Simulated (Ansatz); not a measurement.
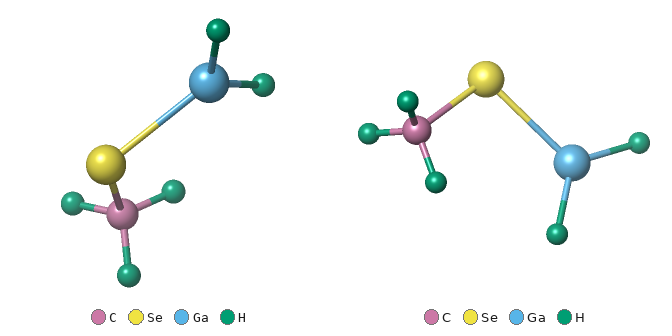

The same structure drawn twice, from different directions.

The computed structure is the end point of a PBE0-D4/def2-TZVP optimisation.

Describe the molecule.

It has 8 atoms: 1 carbon, 5 hydrogen, 1 gallium and 1 selenium (CH5GaSe). As SMILES it reads `C[Se][GaH2]`. The point group is Cs. Coordination: 1 C tetrahedral; 1 Se bent; 1 Ga trigonal planar.

The parts below concern this one geometry. Atoms keep their numbers from picture to picture.

**Geometry**

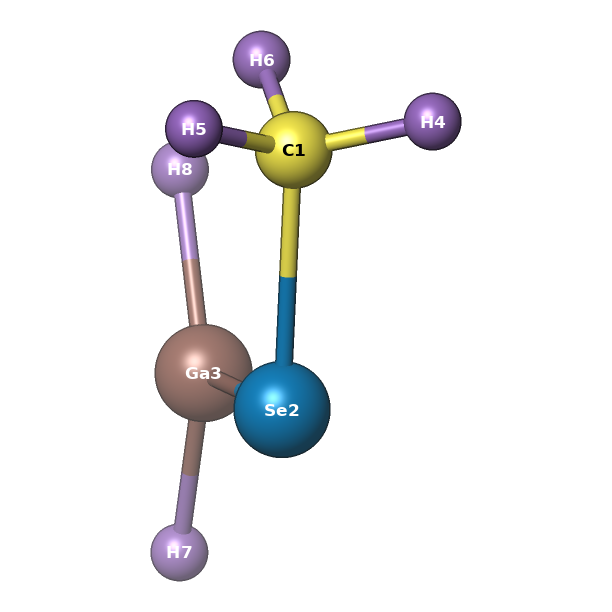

Ga3 lies behind Se2. The molecule seen a little off the Se2–Ga3 bond, Se2 in front. Depth is shown by fading: the farther an atom, the more it takes the colour of the background.

What is the torsion angle C1–Se2–Ga3–H7? The sign is positive where the front bond must turn clockwise to cover the back bond.

Answer. 180°, antiperiplanar (anti).

**Vibrations**

Harmonic vibrations computed with RKS PBE0-D4/def2-TZVP (Ansatz 0.2.0) at a stationary point of the same level.

List the wavenumbers.

Answer. 18 modes: 62, 153, 256, 300, 448, 574, 608, 718, 923, 923, 1308, 1463, 1470, 1973, 2004, 3079, 3180, 3182 cm⁻¹.

**Dipole moment**

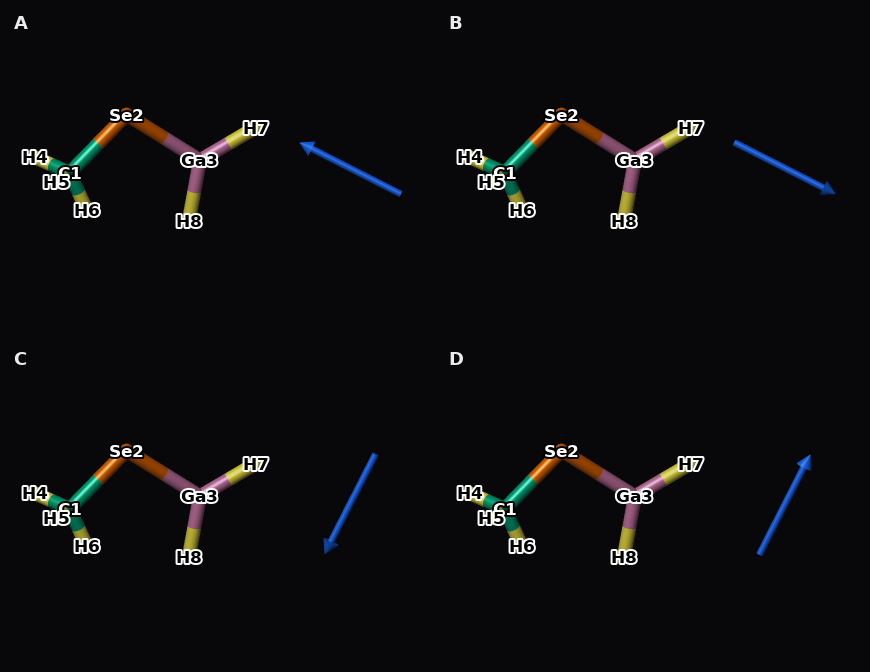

The same molecule four times, each with an arrow. Method: RKS PBE0-D4/def2-TZVP (Ansatz 0.2.0).

Which arrow points along the dipole moment, from the negative to the positive end?

Answer. C. The dipole moment is 1.36 D; it points from the side of H7 to the side of H6 (the outermost atoms at the two ends).

**Charges**

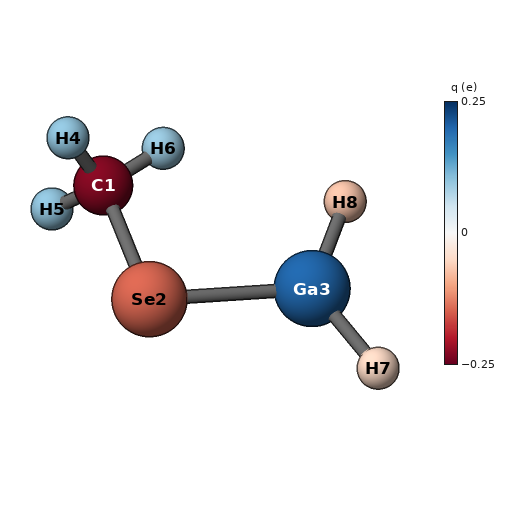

Atoms are coloured by their Mulliken charges. Properties computed with RKS r2SCAN-D4/def2-TZVPP (Ansatz 0.2.0).

List the Mulliken charges.

| atom | value (e) |
| --- | --- |
| C1 | −0.23 |
| Se2 | −0.14 |
| Ga3 | 0.20 |
| H4 | 0.10 |
| H5 | 0.10 |
| H6 | 0.09 |
| H7 | −0.05 |
| H8 | −0.07 |

Mulliken values depend strongly on the basis set and can even reverse the polarity of a bond.
